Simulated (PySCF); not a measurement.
# CH₃BFN: NMR shifts and spin-spin couplings at several levels of theory, part 2 of 2

PySCF 2.14.0. Atoms count from 0. The steps go on from the part before.

## 9. Shielding tensors: PBE0/aug-cc-pVDZ

What the job is given:

```
{"job": {"kind": "nmr", "xc": "PBE0", "basis": "aug-cc-pVDZ", "pop": true}, "charge": 0, "multiplicity": 1}
C      1.254425     0.295516    -1.005568
N      0.407414     0.101609    -0.257658
B     -0.755151    -0.195845     0.821563
F     -1.871725     0.478037     0.376125
H      2.053506     0.476820    -1.710073
H     -0.244248     0.239848     1.849407
H     -0.817890    -1.421061     0.775035
```

With the program's defaults for keys left out, this is: GIAO PBE0/aug-cc-pVDZ NMR shielding, non-relativistic, gas phase.

Log:

```text
coarse grid: 6184 points
cycle   1  E = -219.0544665144  dE =  3.553e-01  |g| = 5.369e-01  |ddm| = 7.478e+00
cycle   2  E = -218.9151556181  dE =  1.393e-01  |g| = 1.016e+00  |ddm| = 2.276e+00
cycle   3  E = -219.1228437604  dE = -2.077e-01  |g| = 1.396e-01  |ddm| = 1.344e+00
cycle   4  E = -219.1252364031  dE = -2.393e-03  |g| = 8.591e-02  |ddm| = 2.451e-01
cycle   5  E = -219.1267575127  dE = -1.521e-03  |g| = 8.758e-03  |ddm| = 1.171e-01
cycle   6  E = -219.1267790402  dE = -2.153e-05  |g| = 2.542e-03  |ddm| = 2.851e-02
cycle   7  E = -219.1267806620  dE = -1.622e-06  |g| = 3.318e-04  |ddm| = 6.283e-03
final grid: 61128 points
cycle   8  E = -219.1324572579  dE = -2.381e-05  |g| = 3.358e-03  |ddm| = 9.483e-02
cycle   9  E = -219.1324578864  dE = -6.284e-07  |g| = 3.233e-03  |ddm| = 1.888e-02
cycle  10  E = -219.1324598684  dE = -1.982e-06  |g| = 1.267e-03  |ddm| = 6.781e-03
cycle  11  E = -219.1324601915  dE = -3.231e-07  |g| = 2.823e-04  |ddm| = 1.804e-03
cycle  12  E = -219.1324602058  dE = -1.433e-08  |g| = 1.121e-04  |ddm| = 4.726e-04
cycle  13  E = -219.1324602081  dE = -2.331e-09  |g| = 1.590e-05  |ddm| = 1.788e-04
cycle  14  E = -219.1324602082  dE = -6.708e-11  |g| = 3.105e-06  |ddm| = 4.434e-05
converged SCF energy = -219.1324602082

GIAO shielding tensors (ppm)
atom      isotropic    diamagn.    paramagn.     s11        s22        s33       span
  0 C       86.321     275.394    -189.073     14.224     16.474    228.263    214.039
  1 N       39.771     289.575    -249.804   -131.536   -107.520    358.371    489.907
  2 B      114.830     233.093    -118.263    104.925    107.518    132.047     27.122
  3 F      421.357     442.770     -21.413    351.249    368.959    543.862    192.613
  4 H       26.646      36.124      -9.478     22.721     23.115     34.102     11.381
  5 H       27.420      29.225      -1.806     24.925     28.043     29.291      4.367
  6 H       27.422      29.470      -2.047     24.929     28.043     29.296      4.367
```

Run time: 6.4 s. Hardware: 1 thread of Arm Neoverse V1, shared host; peak memory 0.51 GiB.

In short: δ C0 108.8, N1 230.1, B2 -4.7, F3 -227.2, H4 4.75, H5 3.97 ppm (means over like atoms).

## 10. NMR shieldings: PBE0/IGLO-III

Settings changed since step 9:

```diff
@@ -1,2 +1,2 @@
-{"job": {"kind": "nmr", "xc": "PBE0", "basis": "aug-cc-pVDZ", "pop": true}, "charge": 0, "multiplicity": 1}
+{"job": {"kind": "nmr", "xc": "PBE0", "basis": "IGLO-III", "pop": true}, "charge": 0, "multiplicity": 1}
 C      1.254425     0.295516    -1.005568
```

Method: GIAO PBE0/IGLO-III NMR shielding, non-relativistic, gas phase.

Log:

```text
coarse grid: 6184 points
cycle   1  E = -219.1243350493  dE =  3.402e-01  |g| = 5.904e-01  |ddm| = 1.747e+00
cycle   2  E = -218.9727317218  dE =  1.516e-01  |g| = 1.108e+00  |ddm| = 9.844e-01
cycle   3  E = -219.1978901732  dE = -2.252e-01  |g| = 1.518e-01  |ddm| = 6.200e-01
cycle   4  E = -219.2001180223  dE = -2.228e-03  |g| = 1.016e-01  |ddm| = 8.301e-02
cycle   5  E = -219.2021606782  dE = -2.043e-03  |g| = 1.077e-02  |ddm| = 3.854e-02
cycle   6  E = -219.2021896117  dE = -2.893e-05  |g| = 2.829e-03  |ddm| = 7.078e-03
cycle   7  E = -219.2021914409  dE = -1.829e-06  |g| = 4.853e-04  |ddm| = 1.597e-03
final grid: 61128 points
cycle   8  E = -219.2025636171  dE = -6.023e-05  |g| = 4.136e-03  |ddm| = 5.297e-02
cycle   9  E = -219.2025633718  dE =  2.454e-07  |g| = 4.489e-03  |ddm| = 5.150e-03
cycle  10  E = -219.2025663522  dE = -2.980e-06  |g| = 1.189e-03  |ddm| = 2.412e-03
cycle  11  E = -219.2025665585  dE = -2.063e-07  |g| = 5.555e-04  |ddm| = 6.185e-04
cycle  12  E = -219.2025666154  dE = -5.697e-08  |g| = 1.835e-04  |ddm| = 2.303e-04
cycle  13  E = -219.2025666220  dE = -6.609e-09  |g| = 1.527e-05  |ddm| = 7.866e-05
cycle  14  E = -219.2025666221  dE = -4.712e-11  |g| = 4.815e-06  |ddm| = 1.202e-05
converged SCF energy = -219.2025666221

GIAO shielding tensors (ppm)
atom      isotropic    diamagn.    paramagn.     s11        s22        s33       span
  0 C       70.997     264.542    -193.545     -6.266     -4.717    223.975    230.241
  1 N       13.400     321.312    -307.912   -173.130   -146.724    360.054    533.184
  2 B      105.266     188.233     -82.967     92.955     98.716    124.126     31.171
  3 F      417.809     466.193     -48.384    342.835    362.808    547.784    204.948
  4 H       26.667      27.055      -0.388     22.704     23.112     34.186     11.482
  5 H       27.492      28.505      -1.013     25.009     28.114     29.353      4.344
  6 H       27.495      28.620      -1.124     25.014     28.114     29.358      4.344
```

It took 9.1 s on 1 thread of Arm Neoverse V1, shared host; peak memory 0.65 GiB.

Key values: δ C0 112.8, N1 247.1, B2 -5.3, F3 -243.2, H4 4.71, H5 3.88 ppm (means over like atoms).

## 11. Nuclear shieldings: PBE0/pcSseg-0

Settings changed since step 10:

```diff
@@ -1,2 +1,2 @@
-{"job": {"kind": "nmr", "xc": "PBE0", "basis": "IGLO-III", "pop": true}, "charge": 0, "multiplicity": 1}
+{"job": {"kind": "nmr", "xc": "PBE0", "basis": "pcSseg-0", "pop": true}, "charge": 0, "multiplicity": 1}
 C      1.254425     0.295516    -1.005568
```

Method: GIAO PBE0/pcSseg-0 NMR shielding, non-relativistic, gas phase.

Log:

```text
coarse grid: 6184 points
cycle   1  E = -218.5810706137  dE =  3.220e-01  |g| = 5.228e-01  |ddm| = 2.481e+00
cycle   2  E = -218.4729163528  dE =  1.082e-01  |g| = 9.361e-01  |ddm| = 1.581e+00
cycle   3  E = -218.6435018621  dE = -1.706e-01  |g| = 1.567e-01  |ddm| = 9.399e-01
cycle   4  E = -218.6469817232  dE = -3.480e-03  |g| = 7.727e-02  |ddm| = 1.424e-01
cycle   5  E = -218.6482234106  dE = -1.242e-03  |g| = 8.574e-03  |ddm| = 6.154e-02
cycle   6  E = -218.6482428665  dE = -1.946e-05  |g| = 1.720e-03  |ddm| = 9.967e-03
cycle   7  E = -218.6482437285  dE = -8.620e-07  |g| = 2.127e-04  |ddm| = 1.962e-03
final grid: 61128 points
cycle   8  E = -218.6164548987  dE = -1.334e-05  |g| = 5.868e-03  |ddm| = 1.230e-02
cycle   9  E = -218.6164517146  dE =  3.184e-06  |g| = 7.603e-03  |ddm| = 1.299e-02
cycle  10  E = -218.6164599107  dE = -8.196e-06  |g| = 8.128e-04  |ddm| = 6.851e-03
cycle  11  E = -218.6164600248  dE = -1.141e-07  |g| = 4.112e-04  |ddm| = 7.889e-04
cycle  12  E = -218.6164600597  dE = -3.494e-08  |g| = 5.411e-05  |ddm| = 3.007e-04
cycle  13  E = -218.6164600605  dE = -7.931e-10  |g| = 1.076e-05  |ddm| = 6.693e-05
converged SCF energy = -218.6164600605

GIAO shielding tensors (ppm)
atom      isotropic    diamagn.    paramagn.     s11        s22        s33       span
  0 C       72.346     268.096    -195.750     -1.761     -0.527    219.326    221.087
  1 N       19.076     341.278    -322.201   -167.423   -135.422    360.074    527.496
  2 B      108.993     185.976     -76.982     97.189    102.672    127.118     29.928
  3 F      422.882     468.233     -45.351    331.325    358.449    578.873    247.549
  4 H       27.743      26.877       0.866     24.288     24.654     34.288     10.000
  5 H       27.916      27.589       0.327     24.874     28.484     30.389      5.514
  6 H       27.919      27.680       0.239     24.880     28.486     30.391      5.511
```

Wall time 2.6 s (1 thread of Arm Neoverse V1, shared host); peak memory 0.37 GiB.

This run: δ C0 121.2, N1 246.9, B2 -4.1, F3 -244.5, H4 5.09, H5 4.91 ppm (means over like atoms).

## 12. Indirect couplings: HF/pcJ-1

Settings changed since step 11:

```diff
@@ -1,2 +1,2 @@
-{"job": {"kind": "nmr", "xc": "PBE0", "basis": "pcSseg-0", "pop": true}, "charge": 0, "multiplicity": 1}
+{"job": {"kind": "j", "xc": "HF", "basis": "pcJ-1"}, "charge": 0, "multiplicity": 1}
 C      1.254425     0.295516    -1.005568
```

Level: HF/pcJ-1 indirect spin-spin coupling, non-relativistic, gas phase.

Log:

```text
final grid: 61128 points
cycle   1  E = -218.0788957470  dE =  4.145e-01  |g| = 6.160e-01  |ddm| = 1.967e+00
cycle   2  E = -218.1586391440  dE = -7.974e-02  |g| = 3.900e-01  |ddm| = 5.866e-01
cycle   3  E = -218.1827765090  dE = -2.414e-02  |g| = 7.289e-02  |ddm| = 2.359e-01
cycle   4  E = -218.1842557212  dE = -1.479e-03  |g| = 3.833e-02  |ddm| = 6.871e-02
cycle   5  E = -218.1845666170  dE = -3.109e-04  |g| = 8.165e-03  |ddm| = 2.674e-02
cycle   6  E = -218.1845895559  dE = -2.294e-05  |g| = 2.704e-03  |ddm| = 8.330e-03
cycle   7  E = -218.1845919635  dE = -2.408e-06  |g| = 6.648e-04  |ddm| = 3.240e-03
cycle   8  E = -218.1845921179  dE = -1.543e-07  |g| = 1.380e-04  |ddm| = 9.161e-04
cycle   9  E = -218.1845921260  dE = -8.195e-09  |g| = 3.771e-05  |ddm| = 1.791e-04
cycle  10  E = -218.1845921277  dE = -1.664e-09  |g| = 2.048e-05  |ddm| = 5.857e-05
cycle  11  E = -218.1845921285  dE = -7.446e-10  |g| = 7.538e-06  |ddm| = 5.123e-05
converged SCF energy = -218.1845921285

Indirect spin-spin couplings (Hz)
  i      j    bonds     total        FC       PSO       DSO        SD
  0 C    1 N    1   -166.428  -134.175    -9.016     0.003   -23.239
  0 C    2 B    2    -16.054   -15.828     0.343    -0.208    -0.362
  0 C    3 F    3     24.853    25.728     0.145    -0.391    -0.630
  0 C    4 H    1    473.240   471.958    -3.524     0.413     4.393
  0 C    5 H    3     42.717    42.824     0.789    -0.437    -0.459
  0 C    6 H    3     42.617    42.725     0.792    -0.438    -0.463
  1 N    2 B    1    -11.679   -11.806     0.662    -0.120    -0.415
  1 N    3 F    2    -16.421   -19.327     3.019    -0.032    -0.081
  1 N    4 H    2     45.057    47.972    -5.279     0.548     1.816
  1 N    5 H    2     18.035    18.366     0.146    -0.070    -0.407
  1 N    6 H    2     17.960    18.292     0.147    -0.070    -0.409
  2 B    3 F    1     -0.367    15.354   -17.115     0.526     0.868
  2 B    4 H    3     11.438    11.186     0.637    -0.595     0.209
  2 B    5 H    1    150.548   150.561    -0.939     1.026    -0.100
  2 B    6 H    1    150.566   150.579    -0.939     1.026    -0.099
  3 F    4 H    4    -13.331   -14.239     1.658    -1.254     0.503
  3 F    5 H    2     56.928    57.492     1.849    -1.148    -1.264
  3 F    6 H    2     56.939    57.502     1.850    -1.149    -1.264
  4 H    5 H    4    -29.243   -29.373     1.332    -1.412     0.210
  4 H    6 H    4    -29.140   -29.272     1.333    -1.412     0.211
  5 H    6 H    2    -22.540   -22.650     1.198    -1.199     0.112
```

Wall time 4.9 s (1 thread of Arm Neoverse V1, shared host); peak memory 0.51 GiB.

A normal end doesn't make this result sound: the reference is near a triplet instability, so Fermi-contact and spin-dipole terms are unreliable. Its HOMO lies at -11.05 eV, against -7.32 eV in step 3 (PBE0/6-31G*), a different level, so the two don't compare directly.

## 13. Comparing the runs: NMR shifts

Shifts (ppm), means over like atoms, with basis size and wall time:

```csv
run,C0,H4,H5,N1,B2,F3,functions,time
PBE0/6-31G*,99.4,4.72,3.96,211.9,-4.2,-227.6,62,3.5 s
"PBE0/6-311+G(2d,p)",110.4,4.69,3.91,240.5,-6.8,-243.9,126,6.7 s
PBE0/def2-SVP,103.4,4.32,3.63,230.1,-5.4,-210.8,71,3.8 s
PBE0/def2-TZVP,110.8,4.66,3.90,247.0,-5.9,-238.0,142,7.8 s
PBE0/cc-pVDZ,104.6,4.48,3.73,231.8,-4.3,-225.2,71,3.9 s
PBE0/cc-pVTZ,109.7,4.60,3.78,244.5,-6.4,-237.3,162,9 s
PBE0/aug-cc-pVDZ,108.8,4.75,3.97,230.1,-4.7,-227.2,119,6.4 s
PBE0/IGLO-III,112.8,4.71,3.88,247.1,-5.3,-243.2,170,9.1 s
PBE0/pcSseg-0,121.2,5.09,4.91,246.9,-4.1,-244.5,42,2.6 s
```

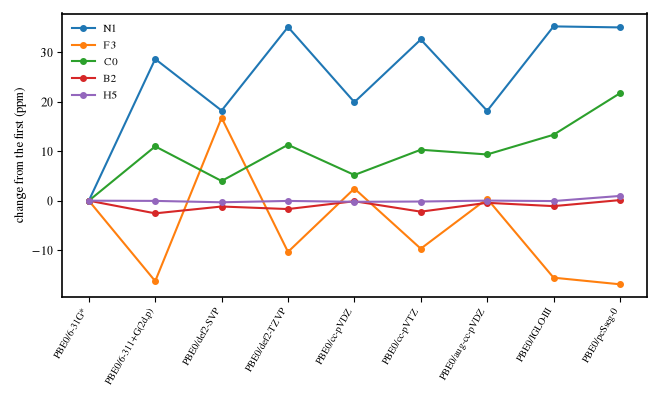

How five of the tabulated atoms move from run to run.

## 14. Outcome

The summary covers parts 1 to 2.

```
                                                            quantity                                             value
                                                         point group                                                Cs
                                rotational constants (main isotopes)                             32.25, 4.45, 4.05 GHz
                                13C shifts against TMS (PBE0/6-31G*)                                          99.4 ppm
1H shifts against TMS (PBE0/6-31G*, means over atoms taken as alike)                                    4.72, 3.96 ppm
                                15N shifts against NH3 (PBE0/6-31G*)                                         211.9 ppm
                           11B shifts against BF3·OEt2 (PBE0/6-31G*)                                          -4.2 ppm
                              19F shifts against CFCl3 (PBE0/6-31G*)                                        -227.6 ppm
                                            range of the shift of N1                                211.9 to 247.1 ppm
                                       property runs in this session  10, of which 0 failed and 1 gave unsound results
```

What this shows: Single values in the summary come from the first sound run of each kind (PBE0/6-31G*), which need not be the best level. The start of the PBE0/def2-SVP relaxation was shaken at random by about 0.01 Å, so part of the energy gained, and of the first lengths quoted, undoes that. Relaxing lowered the energy by 0.167 eV in 12 steps; the close pair that moved most is N1–B2, from 1.510 to 1.614 Å. At PBE0/6-31G*: Shielding is most anisotropic at N1 (span 478 ppm, paramagnetic term -273 ppm). Across the 9 runs the shift of N1 moves most, between 211.9 (PBE0/6-31G*) and 247.1 ppm (PBE0/IGLO-III).
